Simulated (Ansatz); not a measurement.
**Geometry relaxation of C₂H₁₁AlGeSi (part 3 of 3)**

C₂H₁₁AlGeSi, SMILES C[SiH2][AlH][CH2][GeH3]; RHF/def2-SVP (Ansatz 0.2.0). It belongs to a series of runs on one base structure; here: end point B relaxed.

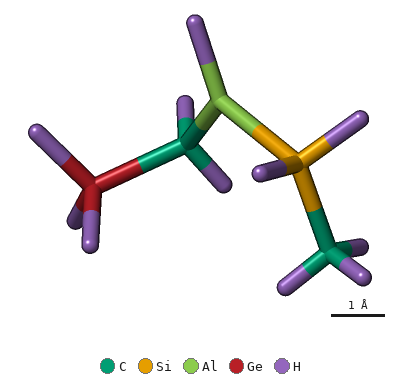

**Figure 1.** The geometry at step 28 of the log (stick view, seen at a tilt).

Trajectory as extended XYZ, continued:
```
16
Properties=species:S:1:pos:R:3:forces:R:3 step=22 energy=-73140.48611
C     0.6395    2.1770   -1.8489    0.0005   0.0014   0.0014
Si    0.8094    1.5043   -0.0793    0.0012  -0.0040   0.0114
Al    1.2602   -0.9441    0.0462   -0.0029   0.0066   0.0024
C     1.8797   -1.9794   -1.5112    0.0026   0.0002   0.0048
Ge    3.8246   -2.1680   -1.7416   -0.0028  -0.0045  -0.0069
H     0.4609    3.2541   -1.8384    0.0003   0.0040  -0.0069
H     1.5470    1.9917   -2.4280    0.0014   0.0004   0.0019
H    -0.1949    1.7037   -2.3717    0.0008  -0.0006   0.0004
H    -0.4310    1.8311    0.6814    0.0006  -0.0033  -0.0043
H     1.9166    2.2357    0.6048   -0.0051  -0.0044  -0.0025
H     1.0763   -1.7097    1.4244    0.0036   0.0032  -0.0008
H     1.4767   -2.9967   -1.4487    0.0008   0.0005   0.0002
H     1.5004   -1.5354   -2.4380    0.0003  -0.0007  -0.0012
H     4.4562   -2.8319   -0.5053   -0.0023   0.0012   0.0013
H     4.4783   -0.7849   -1.9208   -0.0008   0.0004   0.0019
H     4.1563   -3.0222   -2.9752    0.0018  -0.0002  -0.0031
16
Properties=species:S:1:pos:R:3:forces:R:3 step=23 energy=-73140.48667
C     0.6517    2.1779   -1.8505   -0.0021   0.0127   0.0013
Si    0.7933    1.5061   -0.0786    0.0088  -0.0243   0.0120
Al    1.2744   -0.9363    0.0553   -0.0054   0.0108   0.0043
C     1.8787   -1.9776   -1.5039    0.0007  -0.0069  -0.0036
Ge    3.8204   -2.1753   -1.7517   -0.0015   0.0052   0.0040
H     0.4614    3.2531   -1.8422   -0.0008   0.0038  -0.0103
H     1.5721    2.0033   -2.4122    0.0021  -0.0016   0.0035
H    -0.1674    1.6965   -2.3897   -0.0001  -0.0019  -0.0008
H    -0.4668    1.8149    0.6568    0.0006  -0.0002  -0.0040
H     1.8774    2.2487    0.6295   -0.0049   0.0039  -0.0010
H     1.1202   -1.6921    1.4427    0.0040   0.0011  -0.0027
H     1.4729   -2.9934   -1.4342   -0.0007   0.0005  -0.0007
H     1.4923   -1.5358   -2.4289   -0.0020  -0.0001   0.0008
H     4.4561   -2.8541   -0.5260    0.0008  -0.0038   0.0000
H     4.4799   -0.7933   -1.9196    0.0018  -0.0001  -0.0031
H     4.1396   -3.0174   -2.9970   -0.0012   0.0011   0.0003
16
Properties=species:S:1:pos:R:3:forces:R:3 step=24 energy=-73140.48515 accepted=F
C     0.7019    2.1828   -1.8562    0.0127  -0.0239  -0.0977
Si    0.7367    1.5114   -0.0765   -0.0176   0.0205   0.1056
Al    1.3283   -0.9076    0.0921    0.0080   0.0007   0.0627
C     1.8720   -1.9721   -1.4753   -0.0178  -0.0178  -0.0036
Ge    3.8018   -2.1993   -1.7870    0.0138  -0.0214  -0.0074
H     0.4581    3.2488   -1.8574    0.0150  -0.0524  -0.0327
H     1.6747    2.0568   -2.3478   -0.1553   0.0192   0.0851
H    -0.0520    1.6634   -2.4610    0.1205   0.0761   0.0974
H    -0.6030    1.7430    0.5565    0.1333  -0.0105  -0.0695
H     1.7190    2.3120    0.7261   -0.1012  -0.0682  -0.0859
H     1.2932   -1.6284    1.5129   -0.0005   0.0371  -0.0831
H     1.4565   -2.9826   -1.3781    0.0125   0.0146  -0.0054
H     1.4570   -1.5384   -2.3923    0.0083  -0.0032   0.0217
H     4.4578   -2.9427   -0.6082   -0.0178   0.0216  -0.0278
H     4.4873   -0.8248   -1.9210   -0.0039  -0.0170   0.0009
H     4.0672   -2.9967   -3.0769   -0.0102   0.0247   0.0398
16
Properties=species:S:1:pos:R:3:forces:R:3 step=25 energy=-73140.48745
C     0.6766    2.1803   -1.8522   -0.0004  -0.0063  -0.0200
Si    0.7668    1.5072   -0.0765   -0.0040   0.0227   0.0176
Al    1.3013   -0.9221    0.0728   -0.0003  -0.0068   0.0120
C     1.8746   -1.9757   -1.4905   -0.0050   0.0006  -0.0010
Ge    3.8109   -2.1859   -1.7691    0.0033  -0.0090  -0.0013
H     0.4596    3.2509   -1.8502    0.0031  -0.0119  -0.0086
H     1.6227    2.0291   -2.3790   -0.0287   0.0054   0.0191
H    -0.1097    1.6793   -2.4234    0.0263   0.0143   0.0173
H    -0.5324    1.7800    0.6073    0.0288  -0.0080  -0.0142
H     1.8000    2.2808    0.6759   -0.0237  -0.0181  -0.0128
H     1.2032   -1.6611    1.4752    0.0031   0.0067  -0.0139
H     1.4648   -2.9891   -1.4074    0.0047   0.0035  -0.0004
H     1.4740   -1.5380   -2.4114    0.0013  -0.0003   0.0045
H     4.4566   -2.8944   -0.5651   -0.0031   0.0041  -0.0059
H     4.4832   -0.8079   -1.9222   -0.0030  -0.0031  -0.0003
H     4.1042   -3.0080   -3.0346   -0.0024   0.0062   0.0080
16
Properties=species:S:1:pos:R:3:forces:R:3 step=26 energy=-73140.48756
C     0.7000    2.1801   -1.8531    0.0033   0.0004  -0.0252
Si    0.7440    1.5099   -0.0741   -0.0127   0.0066   0.0247
Al    1.3227   -0.9100    0.0865    0.0153  -0.0033   0.0307
C     1.8700   -1.9739   -1.4801   -0.0144  -0.0057  -0.0021
Ge    3.8009   -2.1955   -1.7852    0.0067   0.0133   0.0117
H     0.4583    3.2455   -1.8580    0.0065  -0.0168  -0.0175
H     1.6674    2.0509   -2.3474   -0.0527   0.0080   0.0304
H    -0.0552    1.6614   -2.4512    0.0423   0.0237   0.0346
H    -0.5860    1.7504    0.5641    0.0502  -0.0077  -0.0250
H     1.7316    2.3060    0.7171   -0.0364  -0.0297  -0.0319
H     1.2780   -1.6323    1.5018   -0.0018   0.0103  -0.0332
H     1.4576   -2.9854   -1.3853    0.0005   0.0059  -0.0012
H     1.4571   -1.5398   -2.3973    0.0016  -0.0019   0.0075
H     4.4545   -2.9229   -0.5970   -0.0032  -0.0011  -0.0119
H     4.4798   -0.8189   -1.9248    0.0010  -0.0079  -0.0062
H     4.0756   -3.0001   -3.0663   -0.0061   0.0060   0.0146
16
Properties=species:S:1:pos:R:3:forces:R:3 step=27 energy=-73140.48749 accepted=F
C     0.7049    2.1840   -1.8557    0.0080  -0.0273  -0.0204
Si    0.7381    1.5050   -0.0800    0.0044   0.0234   0.0572
Al    1.3358   -0.9089    0.0986   -0.0403  -0.0200  -0.0256
C     1.8685   -1.9720   -1.4736    0.0066  -0.0010   0.0111
Ge    3.7978   -2.1952   -1.7869    0.0012  -0.0071  -0.0104
H     0.4562    3.2477   -1.8590    0.0042  -0.0121  -0.0040
H     1.6770    2.0632   -2.3414   -0.0365   0.0060   0.0184
H    -0.0410    1.6627   -2.4621    0.0285   0.0164   0.0199
H    -0.5964    1.7398    0.5489    0.0322  -0.0120  -0.0185
H     1.7151    2.3023    0.7209   -0.0229  -0.0049  -0.0208
H     1.2945   -1.6372    1.5106    0.0093   0.0304  -0.0228
H     1.4546   -2.9828   -1.3779    0.0062   0.0043   0.0005
H     1.4514   -1.5355   -2.3877    0.0028   0.0017   0.0106
H     4.4550   -2.9287   -0.6047   -0.0002   0.0051  -0.0038
H     4.4804   -0.8206   -1.9294   -0.0027  -0.0065   0.0022
H     4.0641   -2.9984   -3.0703   -0.0006   0.0033   0.0064
16
Properties=species:S:1:pos:R:3:forces:R:3 step=28 energy=-73140.48801
C     0.7019    2.1814   -1.8523   -0.0013  -0.0087  -0.0032
Si    0.7460    1.5063   -0.0759   -0.0071   0.0184   0.0040
Al    1.3239   -0.9115    0.0894    0.0111  -0.0016  -0.0040
C     1.8677   -1.9736   -1.4789   -0.0074   0.0078   0.0118
Ge    3.7990   -2.1920   -1.7835    0.0042  -0.0135  -0.0115
H     0.4537    3.2449   -1.8587    0.0008  -0.0017  -0.0004
H     1.6705    2.0590   -2.3427   -0.0036   0.0010   0.0024
H    -0.0465    1.6585   -2.4524    0.0042   0.0017  -0.0006
H    -0.5825    1.7433    0.5604    0.0009  -0.0004  -0.0013
H     1.7284    2.3056    0.7134    0.0000  -0.0110   0.0036
H     1.2784   -1.6352    1.5018   -0.0020   0.0035  -0.0061
H     1.4559   -2.9852   -1.3857    0.0059   0.0004  -0.0017
H     1.4544   -1.5375   -2.3947    0.0018  -0.0010   0.0015
H     4.4548   -2.9189   -0.5969   -0.0009   0.0063   0.0037
H     4.4800   -0.8176   -1.9323   -0.0063  -0.0016   0.0050
H     4.0706   -3.0021   -3.0609   -0.0002   0.0004  -0.0031
16
Properties=species:S:1:pos:R:3:forces:R:3 step=29 energy=-73140.48813
C     0.7053    2.1810   -1.8517    0.0014  -0.0001   0.0017
Si    0.7429    1.5069   -0.0747   -0.0012   0.0026  -0.0045
Al    1.3262   -0.9091    0.0897   -0.0002  -0.0035   0.0010
C     1.8670   -1.9730   -1.4776    0.0041  -0.0045  -0.0025
Ge    3.7977   -2.1927   -1.7866   -0.0037   0.0002   0.0008
H     0.4536    3.2435   -1.8613   -0.0003   0.0002   0.0004
H     1.6767    2.0612   -2.3369    0.0001   0.0002   0.0015
H    -0.0379    1.6547   -2.4554    0.0009  -0.0001   0.0010
H    -0.5884    1.7406    0.5566    0.0014   0.0030   0.0004
H     1.7232    2.3026    0.7204   -0.0041   0.0019   0.0002
H     1.2825   -1.6304    1.5028    0.0011  -0.0013  -0.0006
H     1.4557   -2.9847   -1.3829    0.0009   0.0019   0.0012
H     1.4520   -1.5382   -2.3933    0.0004  -0.0003   0.0009
H     4.4560   -2.9146   -0.5983    0.0002   0.0002   0.0000
H     4.4760   -0.8176   -1.9380   -0.0003   0.0000  -0.0009
H     4.0677   -3.0048   -3.0630   -0.0007  -0.0004  -0.0007
16
Properties=species:S:1:pos:R:3:forces:R:3 step=30 energy=-73140.48823
C     0.7142    2.1816   -1.8512    0.0035  -0.0052  -0.0071
Si    0.7345    1.5069   -0.0740   -0.0015   0.0099   0.0000
Al    1.3339   -0.9053    0.0946   -0.0064  -0.0047   0.0044
C     1.8653   -1.9730   -1.4733    0.0071  -0.0035  -0.0058
Ge    3.7941   -2.1951   -1.7926   -0.0057   0.0027   0.0023
H     0.4527    3.2419   -1.8642    0.0013  -0.0046   0.0010
H     1.6935    2.0709   -2.3233   -0.0107   0.0022   0.0055
H    -0.0159    1.6483   -2.4650    0.0088   0.0064   0.0079
H    -0.6063    1.7321    0.5409    0.0056  -0.0039  -0.0030
H     1.6983    2.3098    0.7346   -0.0046  -0.0017  -0.0047
H     1.3058   -1.6228    1.5103    0.0016   0.0017  -0.0016
H     1.4541   -2.9844   -1.3740   -0.0006   0.0024   0.0025
H     1.4452   -1.5402   -2.3877    0.0006  -0.0006   0.0010
H     4.4570   -2.9198   -0.6086    0.0006  -0.0005  -0.0012
H     4.4733   -0.8204   -1.9446    0.0010   0.0002  -0.0016
H     4.0565   -3.0049   -3.0721   -0.0004  -0.0007   0.0004
16
Properties=species:S:1:pos:R:3:forces:R:3 step=31 energy=-73140.48830
C     0.7288    2.1835   -1.8506    0.0050  -0.0133  -0.0208
Si    0.7228    1.5067   -0.0737   -0.0020   0.0064   0.0086
Al    1.3448   -0.8999    0.1027   -0.0042  -0.0002   0.0029
C     1.8620   -1.9729   -1.4664    0.0088  -0.0041  -0.0063
Ge    3.7878   -2.1980   -1.8016   -0.0078   0.0027   0.0030
H     0.4506    3.2397   -1.8683    0.0047  -0.0128   0.0004
H     1.7199    2.0885   -2.3022   -0.0305   0.0052   0.0135
H     0.0200    1.6387   -2.4804    0.0226   0.0185   0.0214
H    -0.6333    1.7125    0.5156    0.0138  -0.0011  -0.0085
H     1.6602    2.3202    0.7557   -0.0116  -0.0058  -0.0119
H     1.3415   -1.6098    1.5227    0.0000   0.0042  -0.0039
H     1.4514   -2.9838   -1.3595   -0.0013   0.0013   0.0019
H     1.4340   -1.5434   -2.3786    0.0006  -0.0007   0.0022
H     4.4587   -2.9262   -0.6243    0.0007  -0.0005  -0.0014
H     4.4687   -0.8245   -1.9566    0.0013   0.0007  -0.0019
H     4.0382   -3.0058   -3.0848   -0.0002  -0.0006   0.0008
16
Properties=species:S:1:pos:R:3:forces:R:3 step=32 energy=-73140.48835
C     0.7303    2.1835   -1.8499    0.0038  -0.0105  -0.0135
Si    0.7216    1.5063   -0.0735   -0.0010   0.0089   0.0016
Al    1.3455   -0.8997    0.1031   -0.0066   0.0003   0.0021
C     1.8619   -1.9734   -1.4658    0.0082  -0.0022  -0.0039
Ge    3.7873   -2.1980   -1.8027   -0.0057   0.0016   0.0017
H     0.4508    3.2392   -1.8679    0.0032  -0.0079   0.0010
H     1.7222    2.0901   -2.2993   -0.0188   0.0038   0.0079
H     0.0239    1.6382   -2.4811    0.0139   0.0121   0.0132
H    -0.6354    1.7121    0.5128    0.0078  -0.0038  -0.0042
H     1.6565    2.3209    0.7569   -0.0059  -0.0040  -0.0059
H     1.3429   -1.6083    1.5235    0.0011   0.0015  -0.0014
H     1.4517   -2.9843   -1.3578   -0.0014   0.0007   0.0018
H     1.4328   -1.5447   -2.3778    0.0001  -0.0003   0.0013
H     4.4596   -2.9252   -0.6256    0.0009  -0.0003  -0.0006
H     4.4678   -0.8245   -1.9596    0.0007   0.0009  -0.0015
H     4.0366   -3.0067   -3.0855   -0.0001  -0.0007   0.0003
16
Properties=species:S:1:pos:R:3:forces:R:3 step=33 energy=-73140.48841
C     0.7363    2.1851   -1.8489    0.0010  -0.0025   0.0043
Si    0.7182    1.5055   -0.0738   -0.0030  -0.0007  -0.0060
Al    1.3465   -0.8988    0.1050    0.0073   0.0031  -0.0020
C     1.8607   -1.9749   -1.4630    0.0019  -0.0031  -0.0015
Ge    3.7850   -2.1982   -1.8062   -0.0022   0.0032   0.0028
H     0.4520    3.2391   -1.8672   -0.0003   0.0029   0.0014
H     1.7312    2.0973   -2.2912    0.0049   0.0006  -0.0023
H     0.0374    1.6377   -2.4855   -0.0038  -0.0016  -0.0023
H    -0.6434    1.7041    0.5026   -0.0037   0.0013   0.0017
H     1.6435    2.3228    0.7635    0.0021   0.0012   0.0029
H     1.3519   -1.6035    1.5268   -0.0023  -0.0024   0.0036
H     1.4522   -2.9860   -1.3511   -0.0017  -0.0009   0.0000
H     1.4280   -1.5490   -2.3746   -0.0010  -0.0002  -0.0010
H     4.4624   -2.9216   -0.6298    0.0008  -0.0006  -0.0004
H     4.4636   -0.8244   -1.9691    0.0003   0.0005  -0.0015
H     4.0305   -3.0099   -3.0878   -0.0004  -0.0008   0.0001
```

The run was set up as follows.

Input:
```yaml
crystal:
  periodic: [false, false, false]
  atoms:
    - { symbol: C, position_ang: [0.5872, 1.9745, -1.7607] }
    - { symbol: Si, position_ang: [1.2491, 1.3292, -0.1925] }
    - { symbol: Al, position_ang: [0.9782, -1.0114, -0.204] }
    - { symbol: C, position_ang: [1.77111, -2.06282, -1.62077] }
    - { symbol: Ge, position_ang: [3.75774, -1.81071, -1.50809] }
    - { symbol: H, position_ang: [0.6441, 3.1395, -1.7772] }
    - { symbol: H, position_ang: [1.1093, 1.5948, -2.6362] }
    - { symbol: H, position_ang: [-0.4968, 1.767, -1.8463] }
    - { symbol: H, position_ang: [0.5291, 1.91, 0.9983] }
    - { symbol: H, position_ang: [2.6791, 1.6864, -0.0731] }
    - { symbol: H, position_ang: [0.08704, -1.71946, 0.89499] }
    - { symbol: H, position_ang: [1.59967, -3.15237, -1.48162] }
    - { symbol: H, position_ang: [1.52546, -1.7627, -2.60679] }
    - { symbol: H, position_ang: [4.30396, -2.23387, -0.14742] }
    - { symbol: H, position_ang: [4.06697, -0.31553, -1.74676] }
    - { symbol: H, position_ang: [4.46495, -2.60714, -2.64198] }
basis:
  gaussian: { orbitals: def2-SVP }
hamiltonian:
  xc: hf
relax:
  f_tol: 0.015
  max_steps: 40
```

Command:
```bash
ansatz run input.yaml --threads 2 --pin off --max-ram 3072MiB --backend cpu --events-out ev --progress --plain --runs-dir out
```

Summary:

- outcome: converged
- total energy: −73140.4884 eV
- mean-field energy: −73140.4884 eV
- largest force (length of the vector) at the end: 0.008 eV/Å
- hardware: 2 threads of Intel Xeon (Granite Rapids), 16 GiB of memory available, shared host
- wall time: 78 s (CPU time 2.5 min)
- peak memory: 0.48 GiB
